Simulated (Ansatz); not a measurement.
# BC3: a trial structure relaxed, part 2 of 2

The task: take a trial cell of BC3 to zero force and stress.

Ansatz 0.2.0; DFT PBE, scalar-relativistic, plane waves, PAW. Earlier steps stand in the parts before.

## (5) Spin check on a coarse mesh

Input file input.yaml:

```yaml
crystal:
  lattice:
    - [3.007441755, 0.0, 0.0]
    - [0.0, 3.007441755, 0.0]
    - [0.0, 0.0, 3.007441755]
  atoms:
    - { symbol: B, position: [0.0, 0.0, 0.0] }
    - { symbol: C, position: [0.5, 0.5, 0.0], spin: 1.0 }
    - { symbol: C, position: [0.5, 0.0, 0.5], spin: 1.0 }
    - { symbol: C, position: [0.0, 0.5, 0.5], spin: 1.0 }
basis:
  ecutwfc: 420
kpoints:
  mp_grid: { grid: [6, 6, 6] }
hamiltonian:
  xc: pbe
scf:
  occupations: { method: gaussian, width: 0.1 }
  lower_state_search: "off"
output:
  forces: true
  stress: true
  eigenvalues: true
  populations: true
magnetization:
  spin_polarized: true
```

Started as:

```bash
$ ansatz run input.yaml --threads 1 --pin off --max-ram 2048MiB --backend cpu --events-out ev --progress --plain --runs-dir out
```

Log, shortened:

```text
[...]
SCF converged after 17 iterations
Magnetization: 0.0000 μB (7.5000 up, 7.5000 down)
Absolute magnetization: 0.0000 μB (∫|ρ↑−ρ↓|, with the PAW one-centre terms)
Spin contamination: 0.0000 ħ² per cell (⟨S²⟩ above its minimum at these occupations)
Per-site moments (μB) at R_I (Å): [(5.603509904657988e-7, 0.8772152643309293), (7.442734703605637e-7, 0.8772152643309293), (7.442734704193361e-7, 0.8772152643309293), (7.442734703684235e-7, 0.8772152643309293)]
Free energy (F): -893.513938 eV
[...]
E sigma→0 (E₀):  -893.508985 eV
Entropy (-TS):   -0.009905 eV (-2.476 meV/atom)
Fermi energy:    11.840112 eV
[...]
--- Forces (eV/Å), atoms counted from 1 ---
  atom   1  B     -0.00000000     0.00000000    -0.00000000
  atom   2  C     -0.00000000    -0.00000000    -0.00000000
  atom   3  C     -0.00000000    -0.00000000    -0.00000000
  atom   4  C      0.00000000    -0.00000000     0.00000000
[...]
--- Stress (GPa, compression-positive) ---
       -0.008832       0.000000       0.000000
       -0.000000      -0.008832       0.000000
        0.000000       0.000000      -0.008832
  P = ⅓ Tr σ = -0.0088 GPa (-0.088 kbar)
--- Band table (eV; the first three rows and the last of 40) ---
  k-point 0 ↑: bands = ["-7.5222", "4.6483", "4.6483", "4.6483", "6.2580", "6.2580", "10.6507", "14.0546", "14.0546", "14.0546", "15.4881", "15.4881", "15.4881"]
[...]
--- Löwdin populations: 4 sites ---
  site symbol       q [e]    m [muB]
     0      B      2.7526     0.0000
     1      C      4.0499     0.0000
     2      C      4.0499     0.0000
     3      C      4.0499     0.0000
  spilling = 0.006512 (of n_electrons = 15.000000)
```

Run time: 2.9 s. Hardware: 1 thread of Arm Neoverse V1, shared host; peak memory 0.25 GiB.

By site:

```csv
atom,Löwdin electrons
B1,2.75
C2,4.05
C3,4.05
C4,4.05
```

The same cell is solved with trial moments on C. The largest site moment that stays is 0.00 μB and the cell's total 0.00 μB. The workflow keeps spin only above 0.25 μB on a site, so the next run goes without spin.

## (6) Final relaxation

The end of the coarse run is made exact in the group found at a tolerance of 0.06 Å and reduced to its primitive cell.

Input file input.yaml:

```yaml
crystal:
  lattice:
    - [3.007441755, 0.0, 0.0]
    - [0.0, 3.007441755, 0.0]
    - [0.0, 0.0, 3.007441755]
  atoms:
    - { symbol: B, position: [0.0, 0.0, 0.0] }
    - { symbol: C, position: [0.5, 0.5, 0.0] }
    - { symbol: C, position: [0.5, 0.0, 0.5] }
    - { symbol: C, position: [0.0, 0.5, 0.5] }
basis:
  ecutwfc: 420
kpoints:
  mp_grid: { grid: [16, 16, 16] }
hamiltonian:
  xc: pbe
scf:
  occupations: { method: gaussian, width: 0.1 }
output:
  forces: true
  stress: true
  eigenvalues: true
  write_density: true
  write_potential: true
  elf: true
  volumetric_format: npy
relax:
  adjacent_minimum: "off"
  f_tol: 0.01
  max_steps: 80
  cell: { stress_tol: 0.05 }
```

Started as:

```bash
$ ansatz run input.yaml --threads 1 --pin off --max-ram 2048MiB --backend cpu --events-out ev --progress --plain --runs-dir out
```

Log, shortened:

```text
Warning: RAYON_NUM_THREADS=1 ignored (pool sized by the plan → 1); use --threads N
[...]
Pseudopotentials: kind: paw
Pseudopotential: B, paw, valence charge 3, recommended cutoff 420 eV (normal), B.paw.azcp
Pseudopotential: C, paw, valence charge 4, recommended cutoff 420 eV (normal), C.paw.azcp
Functional definition: PBE
[...]
Crystal: 4 atoms, lattice volume = 27.201 Å³
Basis set: ecut = 420 eV, 515 PW (Γ), exchange–correlation on 48×48×48 points (8 copies of the dense FFT grid, shifted against one another)
Bands: 12, of which v1, the nominal top of the filled ones, is band 8 counted from 1 (7 counted from 0)
Symmetry: 48 space group operations
Space group: Pm-3m (ITA 221), of the structure as read, at distance tolerance 3.0e-5 Å
k-points: 165 of 4096
[...]
SCF iter   1: F=—  HF=-893.539480 eV  |F-HF|=—  |Δ(HF+E_count)|=         —  Δρ=4.12e-3  dr2=2.37e-3  ethr=1.77e-3  ⟨swp⟩=5.0  Hψ=10051  notcnv=0
[...]
        0.024558       0.000000       0.000000
        0.000000       0.024558       0.000000
        0.000000       0.000000       0.024558
  P = ⅓ Tr σ = 0.0246 GPa (0.246 kbar)
--- Band table (eV; the first three rows and the last of 165) ---
  k-point 0: bands = ["-7.5504", "4.5976", "4.5976", "4.5976", "6.1401", "6.1401", "10.6207", "13.9288", "13.9288", "13.9288", "15.4150", "15.4150"]
[...]
--- Relaxed structure (3 steps of the walk, 3 accepted, 1 SCFs on fresh bases) ---
  F+E_penalty+E_count = -893.53971545 eV   max|allowed force component| = 6.738e-31 eV/Å   (the final SCF, on the basis selected at the relaxed cell)
  cell:  # Å, volume = 27.3181 Å³
    - [3.011736608729369, -9.62964972193618e-35, 0.0]
    - [-9.62964972193618e-35, 3.011736608729369, 0.0]
    - [0.0, 0.0, 3.011736608729369]
  atoms:
    - { symbol: B, position: [5.003032118409145e-37, -6.670709489184814e-37, -1.834445109603329e-36] }
    - { symbol: C, position: [0.5, 0.5, 1.6676773724008582e-37] }
    - { symbol: C, position: [0.5, -6.670709489506365e-37, 0.5] }
    - { symbol: C, position: [-6.83747722670466e-36, 0.5, 0.5] }
```

Run time: 16 s. Hardware: 1 thread of Arm Neoverse V1, shared host; peak memory 0.34 GiB.

The steps of the relaxation:

```csv
step,energy from step 1 (eV/cell),largest force component (eV/Å),pressure (GPa),volume (Å³)
1,0.0000,0.0000,0.73,27.20
2,0.0000,0.0000,0.38,27.26
3,0.0001,0.0000,0.00,27.32
4,-0.0002,0.0000,0.02,27.32
```

Step 1 is the start. Step 4 repeats the geometry before it on a plane-wave basis chosen anew for that cell, so its energy need not be comparable with the rows above.

|  | before | after | change |
| --- | --- | --- | --- |
| a (Å) | 3.007 | 3.012 | +0.1 % |
| b (Å) | 3.007 | 3.012 | +0.1 % |
| c (Å) | 3.007 | 3.012 | +0.1 % |
| volume (Å³/atom) | 6.80 | 6.83 | +0.4 % |
| shortest distance (Å) | 2.127 | 2.130 | +0.1 % |
| space group (0.01 Å) | Pm-3m | Pm-3m | same |

Forces and stress were held to the start's 48 operations: a distortion of lower symmetry was not tested.

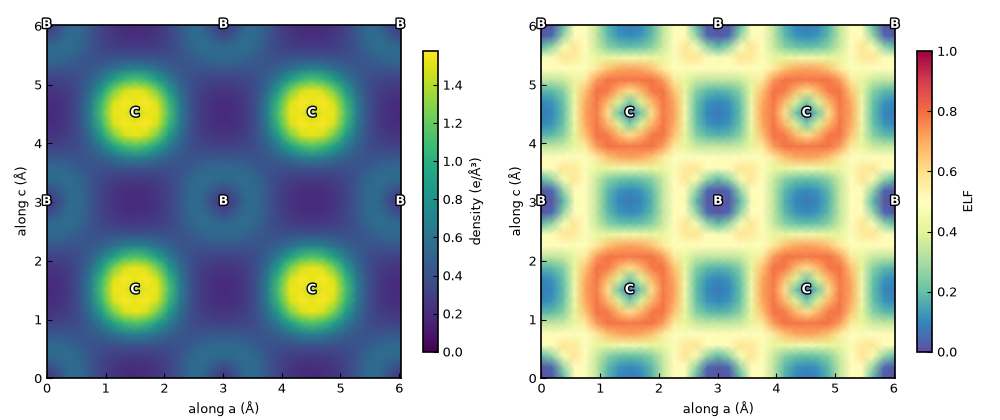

Density (left) and ELF (right) in a lattice plane of the grid's cell (edges 3.01 and 3.01 Å, at 1.000 of the third edge), which holds B and C. Only atoms in the plane are labelled. Both are smooth fields of the valence electrons: close to the nuclei they are not physical.

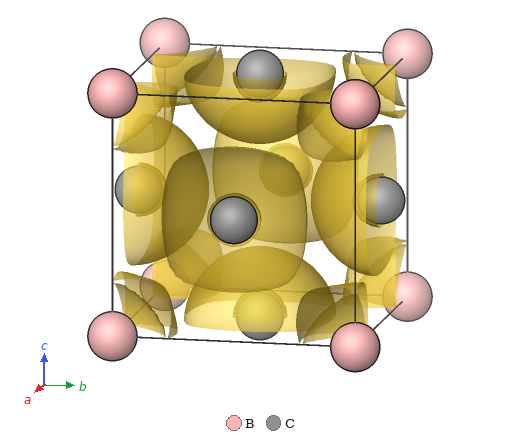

Surface of ELF = 0.52, drawn in one cell.

Maxima of ELF outside the ion cores: 0.79 in the shell around C, 0.7 Å from C; 0.58 on the B–C line, 0.7 Å from B.

## (7) Results

This closing draws on all 2 parts. Changes of volume or cell count from the first structure of part 1.

```
                              quantity                                                                      value
symmetry at the end (tolerance 0.05 Å)                                                space group Pm-3m (No. 221)
                     conventional cell  a = 3.012 Å, b = 3.012 Å, c = 3.012 Å, α = 90.00°, β = 90.00°, γ = 90.00°
                                volume                                                               6.83 Å³/atom
              energy over the elements                                                              +3.80 eV/atom
                       gap on the mesh                                                               none (metal)
```

What this shows: The space group Pm-3m (No. 221) is kept, and the volume per atom shrinks by 37.1 % from the first guess. The formation energy is positive, so the separate elements lie lower. No finished test with a distortion of lower symmetry is shown, so the end may be a saddle point. Other magnetic orders were not searched.
